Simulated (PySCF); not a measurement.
**C₃H₁₁GeNSe: electronic excitations**

Wanted: the electronic excitations of C₃H₁₁GeNSe (`CC[Se][Ge@@H]([CH3])[NH2]`), by calculation.

Computed with PySCF 2.14.0, with density-fitted response routines of our own, on a single molecule in the gas phase. Atoms count from 0, in the outputs and in this text.

## 1. The molecule as given

17 atoms, charge 0, multiplicity 1; geometry from: GFN2-xTB.

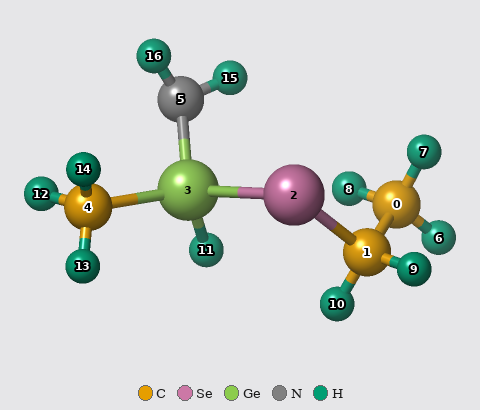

The starting geometry (carbon amber, selenium pink, germanium green, nitrogen grey, hydrogen teal), atoms numbered.

## 2. Ultraviolet spectrum: wB97X-D/def2-SVPD

What the job is given:

```
{"job": {"kind": "uv", "xc": "wB97X-D", "basis": "def2-SVPD", "nstates": 8, "ntriplets": 3}, "charge": 0, "multiplicity": 1}
C      2.562594     0.529271    -0.171680
C      2.093623    -0.860913     0.200712
Se     0.533754    -0.844072     1.418764
Ge    -1.088465    -0.052638    -0.154803
C     -2.821678    -0.973393     0.055724
N     -1.411736     1.738019    -0.053737
H      3.450245     0.464529    -0.799358
H      2.808665     1.101887     0.720371
H      1.786820     1.059961    -0.725064
H      2.867088    -1.406770     0.742616
H      1.803052    -1.433056    -0.681604
H     -0.455737    -0.241410    -1.528054
H     -3.576719    -0.469134    -0.538930
H     -2.751936    -2.008144    -0.264999
H     -3.128373    -0.960663     1.098424
H     -0.608890     2.348651     0.011263
H     -2.069304     2.019904     0.660446
```

Method: TDDFT wB97X-D/def2-SVPD, vertical, gas phase, core orbitals frozen in the response.

On the command line:

```bash
> OMP_NUM_THREADS=1 python probes_run.py task.json out
```

One launch serves the whole session: the jobs run in the order shown.

Log:

```text
coarse grid: 62600 points
cycle   1  E = -4653.6312306941  dE = -1.191e+00  |g| = 5.671e-01  |ddm| = 5.069e+00
cycle   2  E = -4653.6468004698  dE = -1.557e-02  |g| = 5.611e-01  |ddm| = 1.909e+00
cycle   3  E = -4653.6978955212  dE = -5.110e-02  |g| = 4.783e-02  |ddm| = 7.599e-01
cycle   4  E = -4653.6984344975  dE = -5.390e-04  |g| = 1.955e-02  |ddm| = 1.621e-01
cycle   5  E = -4653.6985440921  dE = -1.096e-04  |g| = 8.678e-03  |ddm| = 4.854e-02
cycle   6  E = -4653.6985610095  dE = -1.692e-05  |g| = 1.508e-03  |ddm| = 3.183e-02
cycle   7  E = -4653.6985621758  dE = -1.166e-06  |g| = 6.202e-04  |ddm| = 1.026e-02
final grid: 129824 points
cycle   8  E = -4653.6977359795  dE = -1.390e-06  |g| = 4.819e-04  |ddm| = 1.278e-02
cycle   9  E = -4653.6977360303  dE = -5.084e-08  |g| = 3.407e-04  |ddm| = 2.048e-03
cycle  10  E = -4653.6977360562  dE = -2.587e-08  |g| = 9.807e-05  |ddm| = 7.727e-04
cycle  11  E = -4653.6977360590  dE = -2.832e-09  |g| = 3.029e-05  |ddm| = 2.296e-04
cycle  12  E = -4653.6977360594  dE = -3.856e-10  |g| = 8.973e-06  |ddm| = 1.648e-04
converged SCF energy = -4653.6977360594

Static polarisability (au): isotropic 107.058, principal 90.609 103.318 127.248

Singlet excitations
state   eV       nm        f      main configurations
  1   4.8784    254.1   0.00116   H->L 0.76, H->L+1 0.09
  2   5.4951    225.6   0.03372   H->L+1 0.72, H->L+5 0.09
  3   6.2056    199.8   0.00637   H-1->L 0.55, H->L+2 0.14, H->L+3 0.11
  4   6.4336    192.7   0.05509   H->L+2 0.52, H-1->L 0.08
  5   6.5103    190.4   0.01583   H->L+3 0.50, H-1->L 0.17, H-1->L+1 0.09
  6   6.6849    185.5   0.10977   H-1->L+1 0.27, H->L+4 0.21, H-1->L+2 0.14
  7   6.8807    180.2   0.05055   H->L+5 0.24, H->L+4 0.23, H-1->L+1 0.15
  8   6.9868    177.5   0.05584   H->L+5 0.30, H->L+4 0.18, H->L+6 0.16

Triplet excitations (Tamm-Dancoff, eV): 4.5248 4.9846 5.7147
```

Run time: 2.2 min. Hardware: 1 thread of Arm Neoverse N1, shared host; peak memory 1.1 GiB.

The orbitals next to the gap, with their largest atomic shares:

| orbital | eV | atoms |
| --- | --- | --- |
| HOMO−3 | -10.71 | C4 27 %, Ge3 20 %, Se2 13 % |
| HOMO−2 | -10.24 | Se2 37 %, N5 22 %, C1 12 % |
| HOMO−1 | -8.94 | Se2 35 %, N5 33 %, Ge3 14 % |
| HOMO | -8.02 | Se2 72 %, C1 8 %, N5 8 % |
| LUMO | 1.56 | Se2 51 %, Ge3 16 %, C1 10 % |
| LUMO+1 | 1.76 | Se2 56 %, Ge3 15 %, C4 4 % |
| LUMO+2 | 2.16 | Ge3 22 %, Se2 22 %, C0 8 % |

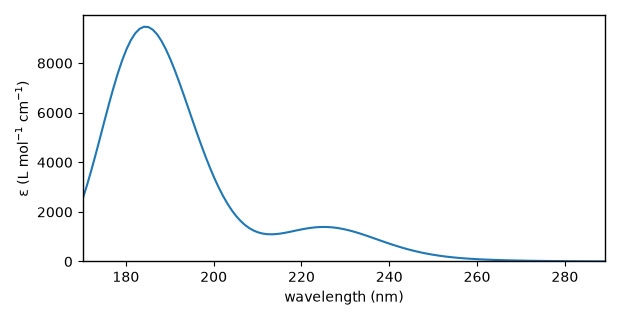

Absorption spectrum: each of the 8 states is a Gaussian band of 0.4 eV half-width at 1/e. Beyond the last state computed it falls off for lack of states.

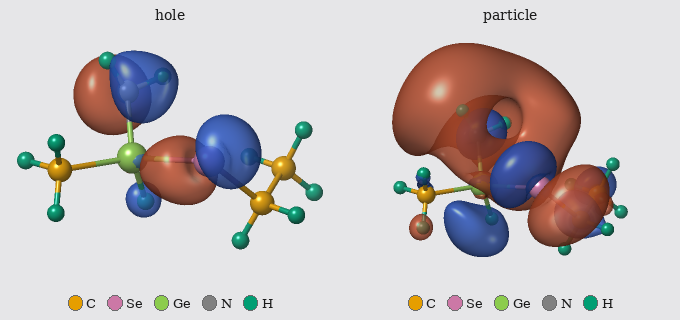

Leading natural transition orbitals of singlet state 6: the electron leaves the hole (left) for the particle orbital (right).

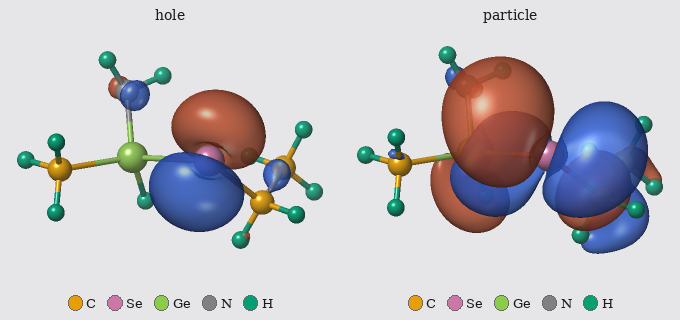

Leading natural transition orbitals of singlet state 1: the electron leaves the hole (left) for the particle orbital (right).

Further results of this job:

| property | computed |
| --- | --- |
| dipole moment (D) | 0.74 |
| polarisability (Å³) | 15.86 |
| HOMO–LUMO gap (eV) | 9.58 |
| −ε(HOMO) (eV) | 8.02 |

Orbitals, density, ELF and potential are computed afterwards from the orbital file.

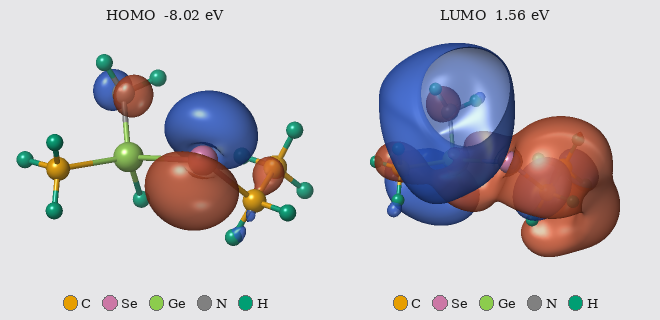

Frontier orbitals at wB97X-D/def2-SVPD; each surface holds 70 % of the orbital's density, blue and red mark the sign. The LUMO is diffuse and is cut off by the edge of the grid.

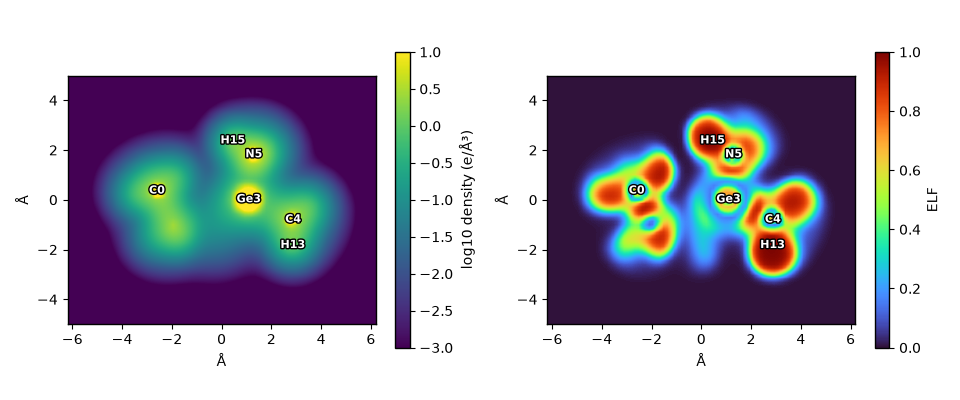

Density (left) and ELF (right) in a plane through or near 6 of the atoms.

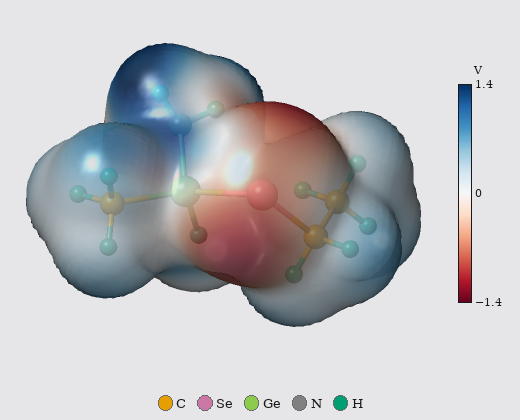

The potential that a unit positive charge feels on the 0.002 e/bohr³ surface, from -1.27 V near N5 to 1.40 V near H16.

## 3. What came out

| quantity | value |
| --- | --- |
| lowest singlet (wB97X-D/def2-SVPD) | 4.88 eV (254 nm), f = 0.001 |
| brightest single state of those computed | state 6, 6.68 eV, f = 0.110 |
| lowest triplet | 4.52 eV |
| surface potential, least and greatest | -1.27 V and 1.40 V |

**Reading.** The first singlet state (HOMO→LUMO 0.76, HOMO→LUMO+1 0.09) lies at 4.88 eV and is weak; of the 8 states computed, the strongest absorption comes from state 6 at 6.68 eV (the last state computed is bright too, and its partners may lie past the list). The lowest triplet lies 0.35 eV below the lowest singlet (triplets in Tamm-Dancoff, singlets in full TDDFT).
